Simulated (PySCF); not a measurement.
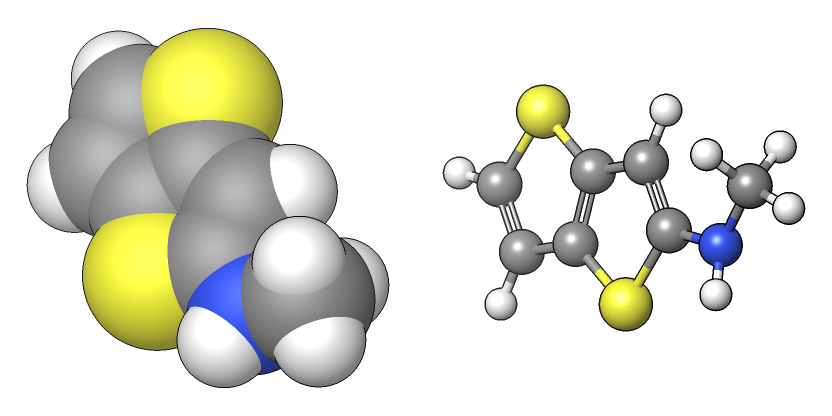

The same structure drawn twice, from different directions. Colours: carbon grey, nitrogen blue, sulfur yellow, hydrogen white.

Description:

Formula C₇H₇NS₂. Its SMILES string is `CNc1cc2sccc2s1`. Independent rings (smallest set): 2 of 5 members, 2 of them aromatic. Coordination, clear cases only: 1 C tetrahedral; 6 C trigonal planar; 2 S bent.

More results for the same structure follow; atom numbers are the same in all pictures, views and colours differ. The computed structure is the end point of a PBE0-D3(BJ)/def2-SVP optimisation. No frequency run is at hand to confirm it as a minimum.

### Shape

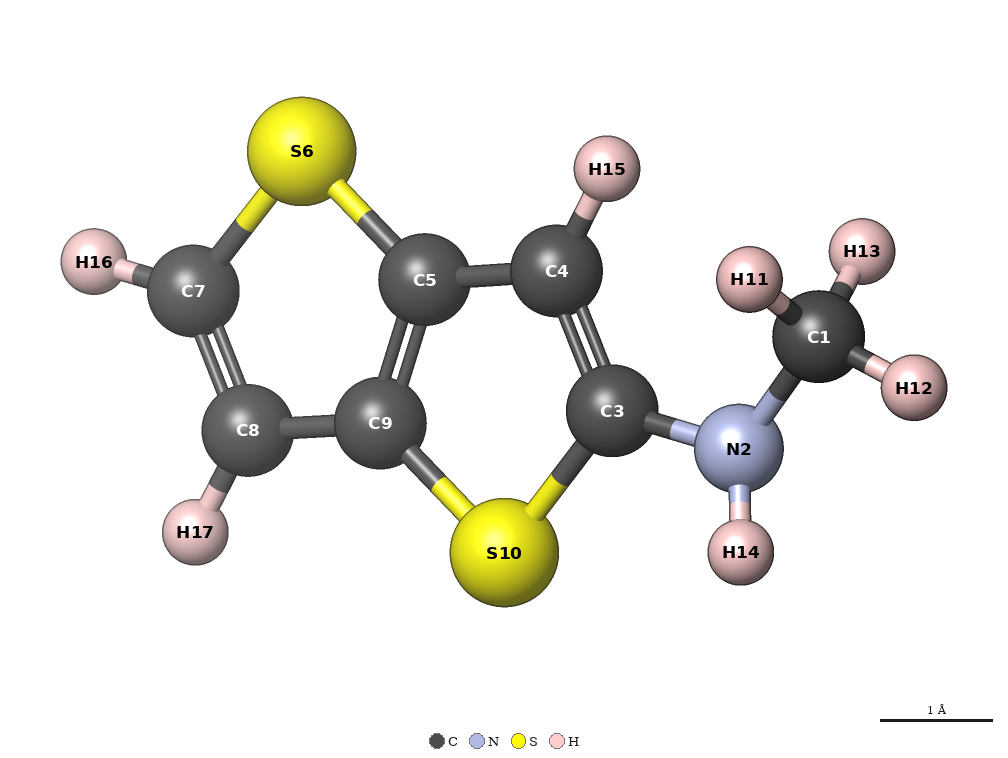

Numbered structure. No frequency run is at hand to confirm it as a minimum.

List the bonds and their lengths. Leave out bonds to hydrogen.

| bond | length (Å) | order |
| --- | --- | --- |
| C1–N2 | 1.436 | single |
| N2–C3 | 1.370 | single |
| C3–C4 | 1.378 | aromatic |
| C3–S10 | 1.756 | aromatic |
| C4–C5 | 1.425 | aromatic |
| C5–S6 | 1.726 | aromatic |
| C5–C9 | 1.390 | aromatic |
| S6–C7 | 1.734 | aromatic |
| C7–C8 | 1.370 | aromatic |
| C8–C9 | 1.420 | aromatic |
| C9–S10 | 1.738 | aromatic |

### Dipole moment

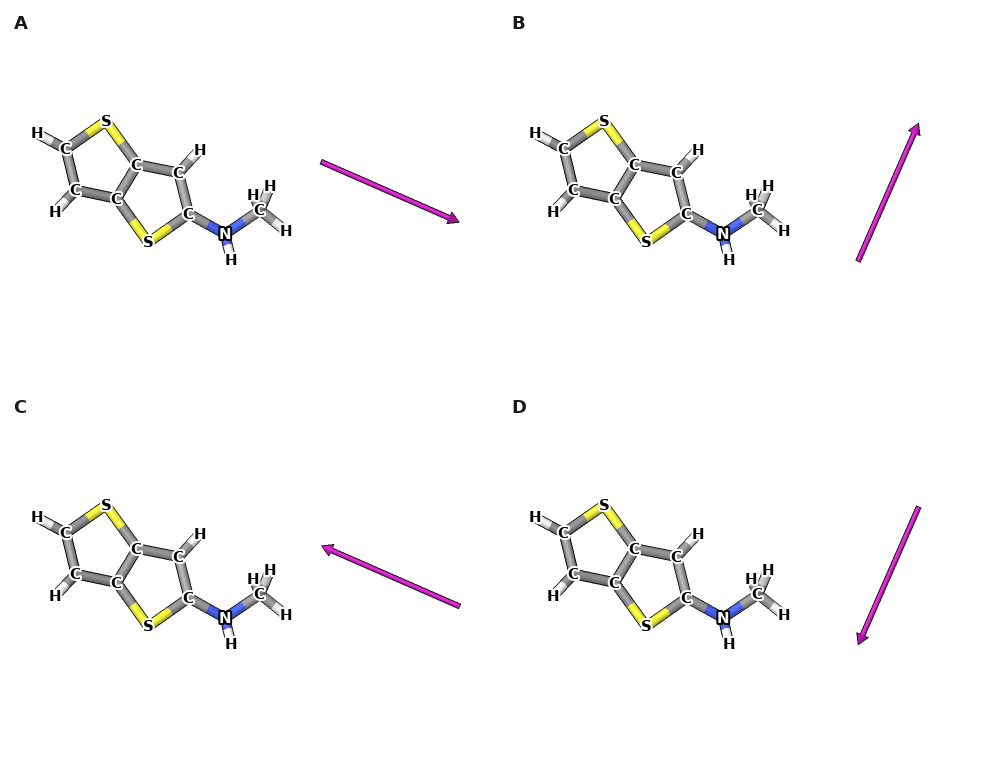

The same molecule four times, each with an arrow. No frequency run is at hand to confirm it as a minimum. Method: B3LYP/def2-SVPD, gas phase (PySCF 2.14.0).

Which arrow points along the dipole moment, from the negative to the positive end?

A. The dipole moment is 2.40 D.

### NMR shielding

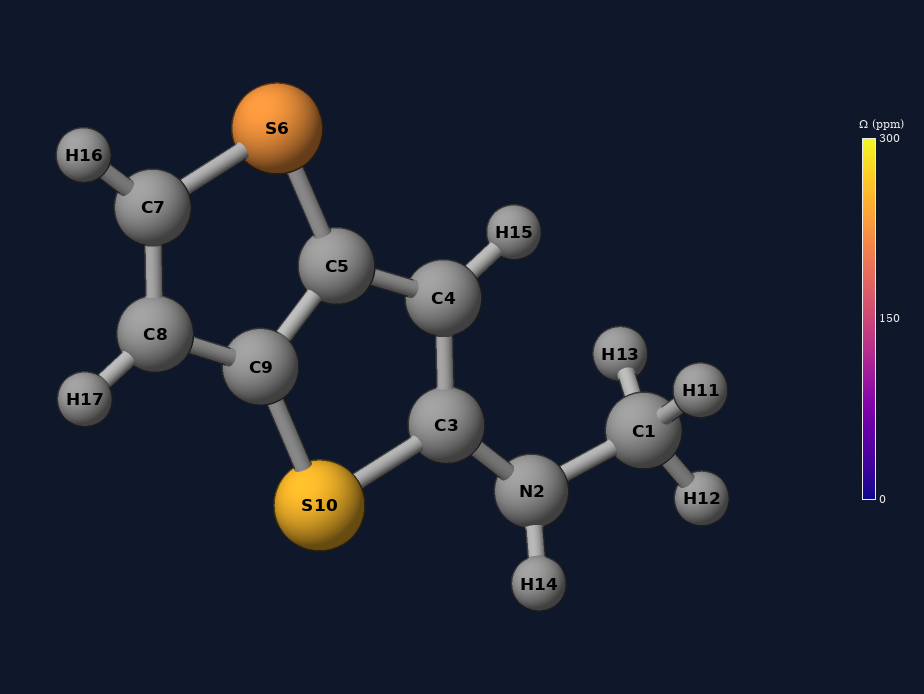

The S atoms are coloured by the span of their shielding tensor. No frequency run is at hand to confirm it as a minimum. Level of theory: GIAO PBE0/pcSseg-1 NMR shielding, non-relativistic, gas phase (PySCF 2.14.0). Principal shieldings σ11 ≤ σ22 ≤ σ33, span Ω = σ33 − σ11, skew κ = 3(σiso − σ22)/Ω.

Which S atom has the most anisotropic shielding?

S10, with a span of 256 ppm.

Give the shielding tensors of the S atoms.

```csv
atom,σ11,σ22,σ33,σiso,Ω,κ
S6,192.5,352.0,419.9,321.5,227.4,−0.40
S10,200.6,380.8,457.0,346.2,256.4,−0.41
```

Shieldings and span in ppm.

### Excitation

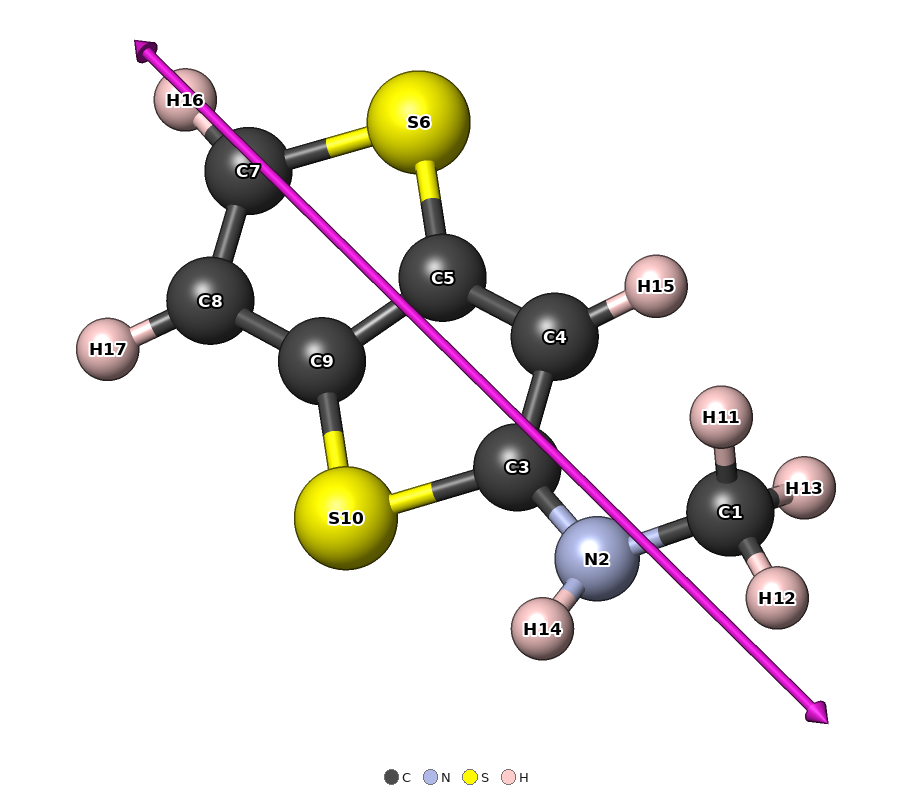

The double arrow shows the direction of the transition dipole to excited singlet state 2 (its length means nothing). No frequency run is at hand to confirm it as a minimum. Properties computed with TDDFT B3LYP/def2-SVPD, vertical, gas phase, core orbitals frozen in the response (PySCF 2.14.0).

How is the transition polarised?

Nearly parallel to the N2–C3 bond.

Where does the transition lie, and how strong is it?

4.29 eV (289 nm), oscillator strength 0.31, mainly HOMO → LUMO (weight 0.86); transition dipole 4.36 D.

### Polarisability

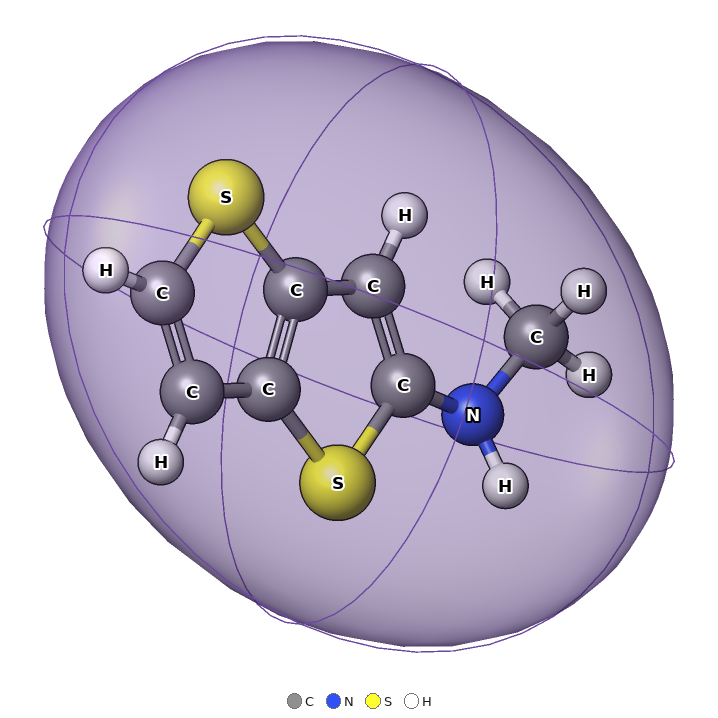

The ellipsoid shows the static dipole polarisability: its half-axes are proportional to the principal values. No frequency run is at hand to confirm it as a minimum. Method: B3LYP/def2-SVPD (PySCF 2.14.0).

Give the principal values, the mean and the anisotropy.

Principal values 78.0, 130.4, 190.3 bohr³; mean 132.9 bohr³ (19.70 Å³); anisotropy 97.3 bohr³, so the longest axis is 2.44 times the shortest.
